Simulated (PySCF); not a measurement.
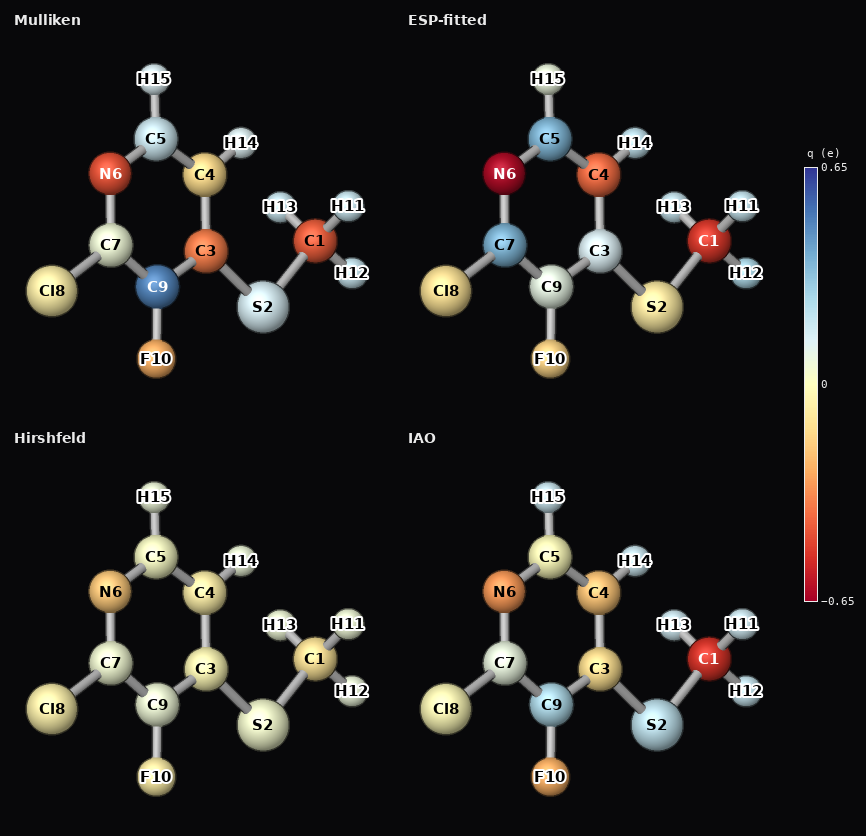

Atomic charges of one calculation by 4 schemes, on one colour scale. Computed geometry: PBE0-D3(BJ)/def2-SVP optimisation. No frequency run is at hand to confirm it as a minimum. Computed with PBE0/pcSseg-1 in chloroform (IEF-PCM) (PySCF 2.14.0).

### On which atom do the schemes disagree most?

On C3 (from −0.35 to 0.13 e).

List the charges (e), one line for each set of equivalent atoms.

```json
{"atom": "C1", "Mulliken": "−0.42", "ESP-fitted": "−0.50", "Hirshfeld": "−0.10", "IAO": "−0.51"}
{"atom": "S2", "Mulliken": "0.14", "ESP-fitted": "−0.07", "Hirshfeld": "0.04", "IAO": "0.21"}
{"atom": "C3", "Mulliken": "−0.35", "ESP-fitted": "0.13", "Hirshfeld": "−0.02", "IAO": "−0.12"}
{"atom": "C4", "Mulliken": "−0.13", "ESP-fitted": "−0.39", "Hirshfeld": "−0.06", "IAO": "−0.20"}
{"atom": "C5", "Mulliken": "0.17", "ESP-fitted": "0.36", "Hirshfeld": "0.02", "IAO": "−0.01"}
{"atom": "N6", "Mulliken": "−0.45", "ESP-fitted": "−0.61", "Hirshfeld": "−0.19", "IAO": "−0.30"}
{"atom": "C7", "Mulliken": "0.06", "ESP-fitted": "0.36", "Hirshfeld": "0.05", "IAO": "0.08"}
{"atom": "Cl8", "Mulliken": "−0.06", "ESP-fitted": "−0.11", "Hirshfeld": "−0.05", "IAO": "−0.02"}
{"atom": "C9", "Mulliken": "0.48", "ESP-fitted": "0.09", "Hirshfeld": "0.06", "IAO": "0.25"}
{"atom": "F10", "Mulliken": "−0.25", "ESP-fitted": "−0.16", "Hirshfeld": "−0.06", "IAO": "−0.25"}
{"atom": "H11, H13", "Mulliken": "0.18", "ESP-fitted": "0.19", "Hirshfeld": "0.06", "IAO": "0.17"}
{"atom": "H12", "Mulliken": "0.18", "ESP-fitted": "0.25", "Hirshfeld": "0.07", "IAO": "0.19"}
{"atom": "H14", "Mulliken": "0.12", "ESP-fitted": "0.20", "Hirshfeld": "0.07", "IAO": "0.17"}
{"atom": "H15", "Mulliken": "0.13", "ESP-fitted": "0.08", "Hirshfeld": "0.07", "IAO": "0.17"}
```
